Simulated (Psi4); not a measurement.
# Frequency calculation of LiBr (part 3 of 3)

The same run, continued: LiBr, SMILES [Li][Br]; r2SCAN-3c/def2-mTZVPP, RKS (Psi4 1.11). The geometry was optimised with r2SCAN-3c/def2-mTZVPP.

Geometry of the input (Å):
```
Li -0.9177  0.2757  -0.4989
Br 0.9563  -0.3229  0.4706
```

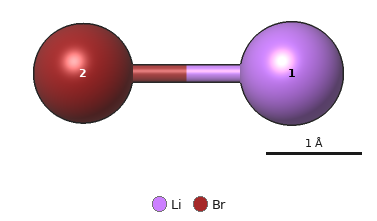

*The structure (ball-and-stick view, seen on its broad side; atoms are numbered from 1 in the order of the input). Sticks mark near contacts.*

### Log, continued
```
         ------------------------------------------------------------
                                   SCF GRAD
         ------------------------------------------------------------

  ==> Geometry <==

    Molecular point group: cs
    Full point group: C_inf_v

    Geometry (in Bohr), charge = 0, multiplicity = 1:

       Center              X                  Y                   Z               Mass
    ------------   -----------------  -----------------  -----------------  -----------------
         LI          -0.001808967217     0.000000000000    -3.806299298058     7.016003436600
         BR           0.000160820927     0.000000000000     0.338387880029    78.918337600000

  Nuclear repulsion =   25.333634030822800

   => Molecular Quadrature <=

    Radial Scheme          =       TREUTLER
    Pruning Scheme         =           NONE
    Nuclear Scheme         =       TREUTLER

    Blocking Scheme        =         OCTREE
    BS radius alpha        =              1
    Pruning alpha          =              1
    Radial Points          =             75
    Spherical Points       =            302
    Total Points           =          43501
    Total Blocks           =            421
    Max Points             =            255
    Max Functions          =             47
    Weights Tolerance      =       1.00E-15

  -Total Gradient:
     Atom            X                  Y                   Z
    ------   -----------------  -----------------  -----------------
       1       -0.000000305798     0.000000000000    -0.000643439094
       2       -0.000000348679     0.000000000000    -0.000733667732

	total time  =          0 seconds =       0.00 minutes

    Psi4 run time: 0:00:03.61

    -----------------------------------------------------------------------
                               Psi4 1.11 release

    h
    h
    h

    -----------------------------------------------------------------------

    Memory:     1.5 GiB
    Threads:    1
                ecpint, einsums, f̶o̶r̶t̶e̶, gauxc, gcp, g̶d̶m̶a̶, geometric, g̶p̶u̶_̶d̶f̶c̶c̶,
                i̶n̶t̶e̶g̶r̶a̶t̶o̶r̶x̶x̶, i̶p̶i̶, libefp, m̶d̶i̶, m̶p̶2̶d̶, m̶r̶c̶c̶, ooo,
                o̶p̶e̶n̶f̶e̶r̶m̶i̶o̶n̶p̶s̶i̶4̶, pcmsolver, p̶s̶i̶4̶f̶o̶c̶k̶c̶i̶, p̶s̶i̶x̶a̶s̶,
                p̶y̶e̶i̶n̶s̶u̶m̶s̶, r̶e̶s̶p̶, s̶i̶m̶i̶n̶t̶, s̶n̶s̶m̶p̶2̶,
                v̶2̶r̶d̶m̶_̶c̶a̶s̶s̶c̶f̶

gradient() will perform analytic gradient computation.

  ==> Geometry <==

    Molecular point group: cs
    Full point group: C_inf_v

    Geometry (in Bohr), charge = 0, multiplicity = 1:

       Center              X                  Y                   Z               Mass
    ------------   -----------------  -----------------  -----------------  -----------------
         LI           0.000000000000    -0.001808967217    -3.806299298058     7.016003436600
         BR           0.000000000000     0.000160820927     0.338387880029    78.918337600000

  Running in cs symmetry.

  Rotational constants: A = ************  B =      0.54389  C =      0.54389 [cm^-1]
  Rotational constants: A = ************  B =  16305.35843  C =  16305.35843 [MHz]
  Nuclear repulsion =   25.333634030822800

  Charge       = 0
  Multiplicity = 1
  Electrons    = 38
  Nalpha       = 19
  Nbeta        = 19

   => Molecular Quadrature <=

    Radial Scheme          =       TREUTLER
    Pruning Scheme         =           NONE
    Nuclear Scheme         =       TREUTLER

    Blocking Scheme        =         OCTREE
    BS radius alpha        =              1
    Pruning alpha          =              1
    Radial Points          =             75
    Spherical Points       =            302
    Total Points           =          43501
    Total Blocks           =            424
    Max Points             =            256
    Max Functions          =             47
    Weights Tolerance      =       1.00E-15

   => Auxiliary Basis Set <=

  Basis Set: (DEF2-MTZVPP AUX)
    Blend: DEF2-UNIVERSAL-JKFIT
    Number of shells: 77
    Number of basis functions: 317
    Number of Cartesian functions: 431
    Spherical Harmonics?: true
    Max angular momentum: 5

  Cached 100.0% of DFT collocation blocks in 0.107 [GiB].

  Minimum eigenvalue in the overlap matrix is 1.8308183701E-02.
  Reciprocal condition number of the overlap matrix is 5.0668464678E-03.
    Using symmetric orthogonalization.

  ==> Iterations <==

                           Total Energy        Delta E     RMS |[F,P]|

   @DF-RKS iter SAD: -2580.08370846745720   -2.58008e+03   0.00000e+00
   @DF-RKS iter   1: -2581.26753334290561   -1.18382e+00   4.41873e-02 ADIIS/DIIS
   @DF-RKS iter   2: -2580.69726299714921    5.70270e-01   5.59705e-02 ADIIS/DIIS
   @DF-RKS iter   3: -2581.71935597615311   -1.02209e+00   6.77638e-03 ADIIS/DIIS
   @DF-RKS iter   4: -2581.72921789659540   -9.86192e-03   2.33748e-03 ADIIS/DIIS
   @DF-RKS iter   5: -2581.73376644265818   -4.54855e-03   3.58940e-04 ADIIS/DIIS
   @DF-RKS iter   6: -2581.73385828930031   -9.18466e-05   7.12366e-05 DIIS
   @DF-RKS iter   7: -2581.73386295753016   -4.66823e-06   4.60472e-06 DIIS
   @DF-RKS iter   8: -2581.73386296902208   -1.14919e-08   2.37929e-07 DIIS
   @DF-RKS iter   9: -2581.73386296906756   -4.54747e-11   2.06695e-08 DIIS
   @DF-RKS iter  10: -2581.73386296906801   -4.54747e-13   1.79017e-09 DIIS
  Energy and wave function converged.

  ==> Post-Iterations <==

   Electrons on quadrature grid:
      Ntotal   =   38.0000056445 ; deviation = 5.645e-06

    Orbital Energies [Eh]
    ---------------------

    Doubly Occupied:

       1Ap  -482.135799     2Ap   -62.214622     3Ap   -55.993509
       1App  -55.993112     4Ap   -55.993112     5Ap    -8.544628
       6Ap    -6.343974     7Ap    -6.341933     2App   -6.341933
       8Ap    -2.443207     3App   -2.442557     9Ap    -2.442557
       4App   -2.440961    10Ap    -2.440896    11Ap    -1.974748
      12Ap    -0.642229    13Ap    -0.239360    14Ap    -0.213172
       5App   -0.213172

    Virtual:

      15Ap    -0.044961    16Ap     0.037755     6App    0.037755
      17Ap     0.090192    18Ap     0.132860    19Ap     0.310904
      20Ap     0.327843     7App    0.327843    21Ap     0.408765
      22Ap     0.511748     8App    0.511748     9App    0.527196
      23Ap     0.527196    10App    0.574507    24Ap     0.574507
      25Ap     0.702276    26Ap     0.906666    27Ap     1.399468
      11App    1.682323    28Ap     1.682323    29Ap     1.765517
      12App    2.746608    30Ap     2.746836    13App    2.765467
      31Ap     2.765467    32Ap     2.901758    33Ap     7.243455
      34Ap    14.104642

    Final Occupation by Irrep:
             Ap   App
    DOCC [    14,    5 ]
    NA   [    14,    5 ]
    NB   [    14,    5 ]

  @DF-RKS Final Energy: -2581.73386296906801

   => Energetics <=

    Nuclear Repulsion Energy =             25.3336340308228003
    One-Electron Energy =               -3645.8026252703111822
    Two-Electron Energy =                1131.9908313962282591
    DFT Exchange-Correlation Energy =     -93.2556637267643396
    Empirical Dispersion Energy =          -0.0000393990437012
    VV10 Nonlocal Energy =                  0.0000000000000000
    Total Energy =                      -2581.7338629690680136

Computation Completed

Properties will be evaluated at   0.000000,   0.000000,   0.000000 [a0]

Properties computed using the SCF density matrix

 Multipole Moments:

 ------------------------------------------------------------------------------------
     Multipole            Electronic (a.u.)      Nuclear  (a.u.)        Total (a.u.)
 ------------------------------------------------------------------------------------

 L = 1.  Multiply by 2.5417464519 to convert [e a0] to [Debye]
 Dipole X            :          0.0000000            0.0000000            0.0000000
 Dipole Y            :         -0.0015878            0.0002018           -0.0013860
 Dipole Z            :         -3.3410358            0.4246779           -2.9163578
 Magnitude           :                                                    2.9163582

 ------------------------------------------------------------------------------------

	total time  =          4 seconds =       0.07 minutes

         ------------------------------------------------------------
                                   SCF GRAD
         ------------------------------------------------------------

  ==> Geometry <==

    Molecular point group: cs
    Full point group: C_inf_v

    Geometry (in Bohr), charge = 0, multiplicity = 1:

       Center              X                  Y                   Z               Mass
    ------------   -----------------  -----------------  -----------------  -----------------
         LI           0.000000000000    -0.001808967217    -3.806299298058     7.016003436600
         BR           0.000000000000     0.000160820927     0.338387880029    78.918337600000

  Nuclear repulsion =   25.333634030822800

   => Molecular Quadrature <=

    Radial Scheme          =       TREUTLER
    Pruning Scheme         =           NONE
    Nuclear Scheme         =       TREUTLER

    Blocking Scheme        =         OCTREE
    BS radius alpha        =              1
    Pruning alpha          =              1
    Radial Points          =             75
    Spherical Points       =            302
    Total Points           =          43501
    Total Blocks           =            424
    Max Points             =            256
    Max Functions          =             47
    Weights Tolerance      =       1.00E-15

  -Total Gradient:
     Atom            X                  Y                   Z
    ------   -----------------  -----------------  -----------------
       1        0.000000000000    -0.000000305799    -0.000643439119
       2        0.000000000000    -0.000000348681    -0.000733667705

	total time  =          0 seconds =       0.00 minutes

    Psi4 run time: 0:00:03.85

  //>>>>>>>>>>>>>>>>>>>>>>>>>>>>>>>>>>>//
  //      FiniteDifference Results     //
  //<<<<<<<<<<<<<<<<<<<<<<<<<<<<<<<<<<<//

  Computing second-derivative from gradients using projected,
  symmetry-adapted, cartesian coordinates.

  5 gradients passed in, including the reference geometry.
  Generating complete list of displacements from unique ones.

    Operation 2 takes plus displacements of irrep B1 to minus ones.
    Operation 2 takes plus displacements of irrep B2 to minus ones.

-------------------------------------------------------------

  ==> Harmonic Vibrational Analysis <==

  non-mass-weighted Hessian:       Symmetric? True   Hermitian? True   Lin Dep Dim?  3 (0)
  projection of translations (True) and rotations (True) removed 5 degrees of freedom (5)
  total projector:                 Symmetric? True   Hermitian? True   Lin Dep Dim?  5 (5)
  mass-weighted Hessian:           Symmetric? True   Hermitian? True   Lin Dep Dim?  3 (0)
  pre-proj  low-frequency mode:    0.0000i [cm^-1]
  pre-proj  low-frequency mode:    0.0000  [cm^-1]
  pre-proj  low-frequency mode:    0.0000  [cm^-1]
  pre-proj  low-frequency mode:   22.9223  [cm^-1]
  pre-proj  low-frequency mode:   22.9223  [cm^-1]
  pre-proj  all modes:['0.0000i' '0.0000' '0.0000' '22.9223' '22.9223' '547.8838']
  projected mass-weighted Hessian: Symmetric? True   Hermitian? True   Lin Dep Dim?  5 (5)
  post-proj low-frequency mode:    0.0000i [cm^-1] (TR)
  post-proj low-frequency mode:    0.0000i [cm^-1] (TR)
  post-proj low-frequency mode:    0.0000  [cm^-1] (TR)
  post-proj low-frequency mode:    0.0000  [cm^-1] (TR)
  post-proj low-frequency mode:    0.0000  [cm^-1] (TR)
  post-proj  all modes:['0.0000i' '0.0000i' '0.0000' '0.0000' '0.0000' '547.8838']

  Vibration                       6
  Freq [cm^-1]                 547.8838
  Irrep                           A1
  Reduced mass [u]              7.5798
  Force const [mDyne/A]         1.3406
  Turning point v=0 [a0]        0.1703
  RMS dev v=0 [a0 u^1/2]        0.3315
  IR activ [km/mol]            114.5256
  Char temp [K]                788.2828
  ----------------------------------------------------------------------------------
      1   LI               0.00  0.00  1.00
      2   BR               0.00  0.00 -0.09

  ==> Thermochemistry Components <==

  Entropy, S
    Electronic S                             0.000 [cal/(mol K)]        0.000 [J/(mol K)]       0.00000000 [mEh/K] (multiplicity = 1)
    Translational S                         39.266 [cal/(mol K)]      164.290 [J/(mol K)]       0.06257458 [mEh/K] (mol. weight = 85.9343 [u], P = 101325.00 [Pa])
    Rotational S                            13.797 [cal/(mol K)]       57.726 [J/(mol K)]       0.02198658 [mEh/K] (symmetry no. = 1)
    Vibrational S                            0.549 [cal/(mol K)]        2.295 [J/(mol K)]       0.00087421 [mEh/K]
  Total S                                   53.611 [cal/(mol K)]      224.311 [J/(mol K)]       0.08543536 [mEh/K]
  Correction S                               0.000 [cal/(mol K)]        0.000 [J/(mol K)]       0.00000000 [mEh/K]

  Constant volume heat capacity, Cv
    Electronic Cv                            0.000 [cal/(mol K)]        0.000 [J/(mol K)]       0.00000000 [mEh/K]
    Translational Cv                         2.981 [cal/(mol K)]       12.472 [J/(mol K)]       0.00475022 [mEh/K]
    Rotational Cv                            1.987 [cal/(mol K)]        8.314 [J/(mol K)]       0.00316681 [mEh/K]
    Vibrational Cv                           1.144 [cal/(mol K)]        4.788 [J/(mol K)]       0.00182358 [mEh/K]
  Total Cv                                   6.112 [cal/(mol K)]       25.574 [J/(mol K)]       0.00974061 [mEh/K]
  Correction Cv                              0.000 [cal/(mol K)]        0.000 [J/(mol K)]       0.00000000 [mEh/K]

  Constant pressure heat capacity, Cp
    Electronic Cp                            0.000 [cal/(mol K)]        0.000 [J/(mol K)]       0.00000000 [mEh/K]
    Translational Cp                         4.968 [cal/(mol K)]       20.786 [J/(mol K)]       0.00791703 [mEh/K]
    Rotational Cp                            1.987 [cal/(mol K)]        8.314 [J/(mol K)]       0.00316681 [mEh/K]
    Vibrational Cp                           1.144 [cal/(mol K)]        4.788 [J/(mol K)]       0.00182358 [mEh/K]
  Total Cp                                   8.100 [cal/(mol K)]       33.888 [J/(mol K)]       0.01290742 [mEh/K]
  Correction Cp                              0.000 [cal/(mol K)]        0.000 [J/(mol K)]       0.00000000 [mEh/K]

  ==> Thermochemistry Energy Analysis <==

  Raw electronic energy, E_e
  Total E_e, Electronic energy at well bottom                                         -2581.73386297 [Eh]

  Zero-point vibrational energy, ZPVE = Sum_i omega_i / 2,  E_0 = E_e + ZPVE
    Vibrational ZPVE                         0.783 [kcal/mol]        3.277 [kJ/mol]       0.00124817 [Eh]         273.942 [cm^-1]
  Correction ZPVE to E_e                     0.783 [kcal/mol]        3.277 [kJ/mol]       0.00124817 [Eh]         273.942 [cm^-1]
  Total E_0, Enthalpy at 0 [K]                                                        -2581.73261480 [Eh]
  *** Absolute enthalpy, not an enthalpy of formation ***

  Thermal (internal) energy, E (includes ZPVE and finite-temperature corrections)
    Electronic contrib to E beyond E_e       0.000 [kcal/mol]        0.000 [kJ/mol]       0.00000000 [Eh]
    Translational contrib to E               0.889 [kcal/mol]        3.718 [kJ/mol]       0.00141628 [Eh]
    Rotational contrib to E                  0.592 [kcal/mol]        2.479 [kJ/mol]       0.00094418 [Eh]
    Vibrational contrib to E                 0.903 [kcal/mol]        3.779 [kJ/mol]       0.00143920 [Eh]
  Correction E                               2.384 [kcal/mol]        9.976 [kJ/mol]       0.00379966 [Eh]
  Total E, Thermal (internal) energy at  298.15 [K]                                   -2581.73006331 [Eh]

  Enthalpy, H_trans = E_trans + k_B * T = E_trans + P * V
    Electronic contrib to H beyond E_e       0.000 [kcal/mol]        0.000 [kJ/mol]       0.00000000 [Eh]
    Translational contrib to H               1.481 [kcal/mol]        6.197 [kJ/mol]       0.00236046 [Eh]
    Rotational contrib to H                  0.592 [kcal/mol]        2.479 [kJ/mol]       0.00094418 [Eh]
    Vibrational contrib to H                 0.903 [kcal/mol]        3.779 [kJ/mol]       0.00143920 [Eh]
  Correction H                               2.977 [kcal/mol]       12.455 [kJ/mol]       0.00474384 [Eh]
  Total H, Enthalpy at  298.15 [K]                                                    -2581.72911913 [Eh]
  *** Absolute enthalpy, not an enthalpy of formation ***

  Gibbs free energy, G = H - T * S
    Electronic contrib to G beyond E_e       0.000 [kcal/mol]        0.000 [kJ/mol]       0.00000000 [Eh]
    Translational contrib to G             -10.226 [kcal/mol]      -42.786 [kJ/mol]      -0.01629615 [Eh]
    Rotational contrib to G                 -3.521 [kcal/mol]      -14.732 [kJ/mol]      -0.00561111 [Eh]
    Vibrational contrib to G                 0.740 [kcal/mol]        3.094 [kJ/mol]       0.00117855 [Eh]
  Correction G                             -13.007 [kcal/mol]      -54.423 [kJ/mol]      -0.02072871 [Eh]
  Total G, Gibbs energy at  298.15 [K]                                                -2581.75459168 [Eh]
  *** Absolute Gibbs energy, not a free energy of formation ***

  Variable Map:
  ----------------------------------------------------------------------------
  "CURRENT ENERGY"                        =>   -2581.733862970943
  "CURRENT REFERENCE ENERGY"              =>   -2581.733862970943
  "DD SOLVATION ENERGY"                   =>       0.000000000000
  "DFT FUNCTIONAL TOTAL ENERGY"           =>   -2581.733823571999
  "DFT TOTAL ENERGY"                      =>   -2581.733862970943
  "DFT VV10 ENERGY"                       =>       0.000000000000
  "DFT XC ENERGY"                         =>     -93.255663762417
  "DISPERSION CORRECTION ENERGY"          =>      -0.000181134744
  "ENTHALPY"                              =>   -2581.729119129025
  "ENTHALPY CORRECTION"                   =>       0.004743841918
  "FINDIF NUMBER"                         =>       5.000000000000
  "GIBBS FREE ENERGY"                     =>   -2581.754591682306
  "GIBBS FREE ENERGY CORRECTION"          =>      -0.020728711363
  "GRID ELECTRONS ALPHA"                  =>      19.000002822262
  "GRID ELECTRONS BETA"                   =>      19.000002822262
  "GRID ELECTRONS TOTAL"                  =>      38.000005644523
  "NUCLEAR REPULSION ENERGY"              =>      25.333636891857
  "ONE-ELECTRON ENERGY"                   =>   -3645.802630948798
  "PCM POLARIZATION ENERGY"               =>       0.000000000000
  "PE ENERGY"                             =>       0.000000000000
  "R2SCAN3C DISPERSION CORRECTION ENERGY" =>      -0.000181134744
  "SCF ITERATION ENERGY"                  =>   -2581.733862970943
  "SCF ITERATIONS"                        =>      10.000000000000
  "SCF TOTAL ENERGY"                      =>   -2581.733862970943
  "THERMAL ENERGY"                        =>   -2581.730063313572
  "THERMAL ENERGY CORRECTION"             =>       0.003799657370
  "TWO-ELECTRON ENERGY"                   =>    1131.990834247359
  "ZERO K ENTHALPY"                       =>   -2581.732614799846
  "ZPVE"                                  =>       0.001248171097

  Array Variable Map:
  ----------------------------------------------------------------------------
  "-D GRADIENT"                           =>       0.000000000000 ... -0.000203621766 2 by 3
  "CURRENT DIPOLE"                        =>       0.000000000000 ... -2.916357778870 1 by 3
  "CURRENT DIPOLE GRADIENT"               =>       0.703637626256 ... -0.870013907077 6 by 3
  "CURRENT GRADIENT"                      =>       0.000000000000 ... -0.000733700918 2 by 3
  "CURRENT HESSIAN"                       =>       0.000128117573 ... 0.073192960443 6 by 6
  "DFT TOTAL GRADIENT"                    =>       0.000000000000 ... -0.000733700918 2 by 3
  "DISPERSION CORRECTION GRADIENT"        =>       0.000000000000 ... 0.000001023155 2 by 3
  "R2SCAN-3C DIPOLE GRADIENT"             =>       0.703637626256 ... -0.870013907077 6 by 3
  "R2SCAN-3C TOTAL GRADIENT"              =>       0.000000000000 ... -0.000733700918 2 by 3
  "R2SCAN-3C TOTAL HESSIAN"               =>       0.000128117573 ... 0.073192960443 6 by 6
  "R2SCAN3C DISPERSION CORRECTION GRADIENT" =>       0.000000000000 ... 0.000001023155 2 by 3
  "SCF DIPOLE"                            =>       0.000000000000 ... -2.916357778870 1 by 3
  "SCF TOTAL ENERGIES"                    =>   -2580.083708565744 ... -2581.733862970943 1 by 11
  "SCF TOTAL GRADIENT"                    =>       0.000000000000 ... -0.000733700918 2 by 3

    Psi4 run time: 0:00:21.88

[set-up sections that repeat, and orbital energies of the middle runs, are left out above]
```

### Standard output
```
Warning: used thermodynamics relations inappropriate for low-frequency modes: ['547.8838']
```

### Results in brief

- outcome: converged
- total energy: −2581.733863 hartree
- dispersion energy: −0.000181 hartree
- zero-point energy: 0.001248 hartree
- dipole moment: 7.41 D
- wavenumbers, lowest and highest: 548 cm⁻¹
- hardware: 1 thread of Intel Xeon @ 2.50GHz (Skylake/Cascade Lake), 16 GiB of memory available, shared host
- wall time: 24 s
- peak memory: 0.38 GiB
